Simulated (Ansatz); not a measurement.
**Si₃NH₇O: frequency calculation**

- system: Si₃NH₇O, SMILES N[SiH]1[SiH2]O[SiH2]1
- method: RKS B3LYP-D4/6-31G* (Ansatz 0.2.0)

It belongs to a series of runs on one base structure; here: vibrations at the highest image of the band. Figures and captions count atoms from 1; the log counts them from 0 in places.

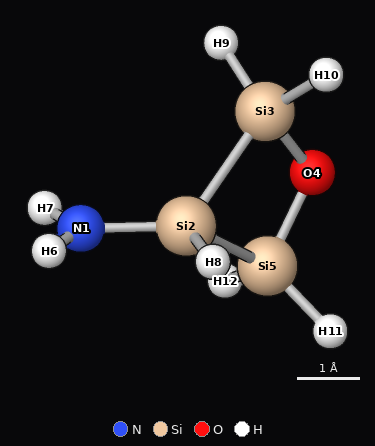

Fig. 1: The structure (ball-and-stick view, seen at a tilt; atoms are numbered from 1 in the order of the input).

## The input
```yaml
crystal:
  periodic: [false, false, false]
  atoms:
    - { symbol: "N", position_ang: [-2.087116, 0.785078, 0.476288] }
    - { symbol: Si, position_ang: [-0.638228, -0.138494, 0.634589] }
    - { symbol: Si, position_ang: [1.55528, 0.74944, 0.401211] }
    - { symbol: O, position_ang: [1.862354, -0.412344, -0.794493] }
    - { symbol: Si, position_ang: [0.443217, -1.26461, -1.158709] }
    - { symbol: H, position_ang: [-2.855354, 0.704734, 1.126302] }
    - { symbol: H, position_ang: [-2.25877, 1.453292, -0.26115] }
    - { symbol: H, position_ang: [-0.829581, -0.97489, 1.853761] }
    - { symbol: H, position_ang: [1.687409, 2.132635, -0.143553] }
    - { symbol: H, position_ang: [2.534121, 0.611198, 1.517312] }
    - { symbol: H, position_ang: [0.687225, -2.732905, -1.072501] }
    - { symbol: H, position_ang: [-0.023658, -0.968233, -2.544959] }
basis:
  gaussian: { orbitals: "6-31G*" }
hamiltonian:
  xc: b3lyp
  dispersion: d4
phonons: {}
```

Run on 2 threads of Arm Neoverse N1, 16 GiB of memory available, shared host.

Command:
```bash
ansatz run input.yaml --threads 2 --pin off --max-ram 3072MiB --backend cpu --events-out ev --progress --plain --runs-dir out
```

## The program's output
```
Engine: ansatz 0.2.0, aarch64-unknown-linux-gnu
Functional definition: B3LYP
  parameter a0 = 0.2
  parameter ax = 0.72
  parameter ac = 0.81
  exchange = (1 - a0 - ax)*slater_x + ax*b88_x + a0*exact_x
  correlation = (1 - ac)*vwn_rpa_c + ac*lyp_c
1058 factors; integrals over basis functions are off by at most 6.9e-4 eV
mean field evaluation 1: about -27276.2297 eV, gradient 7.3e1 eV
mean field evaluation 2: about -27248.9739 eV, gradient 1.3e2 eV
mean field evaluation 4: about -27285.7038 eV, gradient 1.0e1 eV
mean field evaluation 8: about -27285.9203 eV, gradient 3.8e-1 eV
mean field evaluation 16: about -27285.9208 eV, gradient 7.0e-5 eV
mean field -27285.92081205 eV, -1002.7390947816 hartree, gradient 7.0e-5 eV, S^2 0.000000; 0 other end points of the search recorded, 0 dependent functions left out
the calculation of the forces begins
reference -27285.92110185 eV, -1002.7391054314 hartree; 32, 32 occupied and 69, 69 virtual orbitals, 1058 factors
these checks for a lower state are left out or cut short: stability, starts, cluster_reference, orbital_swaps, neighbouring_geometries, increment
1058 factors; integrals over basis functions are off by at most 6.9e-4 eV
mean field -27285.92055854 eV, -1002.7390854650 hartree, gradient 1.4e-6 eV, S^2 0.000000; 0 other end points of the search recorded, 0 dependent functions left out
[... from here on the field's lines of each further geometry are left out, up to the last ...]
the calculation of the forces begins
reference -27285.92102243 eV, -1002.7391025128 hartree; 32, 32 occupied and 69, 69 virtual orbitals, 1058 factors
these checks for a lower state are left out or cut short: stability, starts, cluster_reference, orbital_swaps, neighbouring_geometries, increment
1058 factors; integrals over basis functions are off by at most 6.9e-4 eV
mean field evaluation 448: about -27285.9208 eV, gradient 2.6e-6 eV
mean field -27285.92079536 eV, -1002.7390941680 hartree, gradient 2.6e-6 eV, S^2 0.000000; 0 other end points of the search recorded, 0 dependent functions left out
the calculation of the forces begins
reference -27285.92108518 eV, -1002.7391048187 hartree; 32, 32 occupied and 69, 69 virtual orbitals, 1058 factors
WARN: phonons: modes at or below zero, which the zero-point energy, F, S and C_V leave out: 1, the lowest at -223.70 cm⁻¹. A minimum has none, and a first-order saddle one
Total energy: -27286.44494257 eV, -1002.7583562229 hartree
Atom 0 at    -2.087116     0.785078     0.476288 Å, force     0.005462     0.001490    -0.005936 eV/Å
Atom 1 at    -0.638228    -0.138494     0.634589 Å, force    -0.004453     0.006838     0.003611 eV/Å
Atom 2 at     1.555280     0.749440     0.401211 Å, force    -0.003362    -0.003216    -0.001959 eV/Å
Atom 3 at     1.862354    -0.412344    -0.794493 Å, force     0.001404     0.001946     0.002439 eV/Å
Atom 4 at     0.443217    -1.264610    -1.158709 Å, force    -0.001297    -0.002257     0.000200 eV/Å
Atom 5 at    -2.855354     0.704734     1.126302 Å, force     0.000607    -0.002187     0.002472 eV/Å
Atom 6 at    -2.258770     1.453292    -0.261150 Å, force    -0.000216    -0.001950     0.001585 eV/Å
Atom 7 at    -0.829581    -0.974890     1.853761 Å, force     0.000546    -0.002914    -0.001809 eV/Å
Atom 8 at     1.687409     2.132635    -0.143553 Å, force     0.001969     0.000733     0.000063 eV/Å
Atom 9 at     2.534121     0.611198     1.517312 Å, force    -0.000275     0.001066    -0.000600 eV/Å
Atom 10 at     0.687225    -2.732905    -1.072501 Å, force     0.000208    -0.000109     0.000045 eV/Å
Atom 11 at    -0.023658    -0.968233    -2.544959 Å, force    -0.000593     0.000561    -0.000110 eV/Å
Dipole moment:    -0.636062     0.215111     0.176190 e Å
Vibrations: -223.70 92.05 160.35 169.86 258.39 348.63 376.62 416.92 423.29 501.72 636.83 686.99 700.41 703.40 710.95 745.46 861.13 902.43 914.11 943.96 963.55 994.20 1612.76 2208.82 2217.44 2218.72 2224.20 2232.02 3601.06 3701.56 cm⁻¹, zero-point energy 2.016468 eV
```

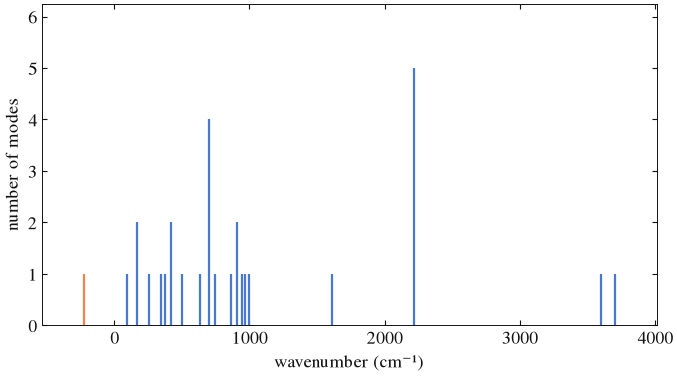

Fig. 2: Harmonic vibrational wavenumbers from the force constants; neighbouring modes closer than 18 cm⁻¹ are counted in one stick, and imaginary ones are drawn at negative wavenumbers. 30 modes from 224i to 3702 cm⁻¹, 1 imaginary beyond 8i (224i cm⁻¹): a first-order saddle point, if the geometry is stationary.

## Key numbers

- outcome: converged
- total energy: −27286.4449 eV
- mean-field energy: −27285.9211 eV
- largest force (length of the vector): 0.009 eV/Å
- wall time: 4.7 min (CPU time 9.1 min)
- peak memory: 0.24 GiB
